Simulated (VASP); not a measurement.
Band structure of TiOs (space group Pm-3m). Method: PBEsol GGA, VASP's PBE PAW potentials (set 64) (plane waves; VASP).

Unless said otherwise, spin-orbit coupling is left out, though it shifts the bands of the heavy elements here.

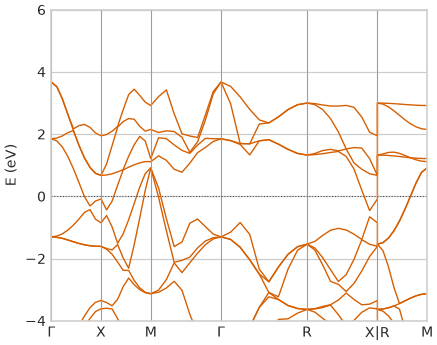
Figure. Bands along high-symmetry lines, zero at the valence-band maximum or, without a gap, the Fermi level

Q: Read the plot: is there a gap, and where are the band edges?

A: It has no gap at this level: it comes out as a metal or semimetal.

The structure comes from a computed database's TiOs entry (Pm-3m); how it stands against other phases isn't given here. The cell was not relaxed at this level.
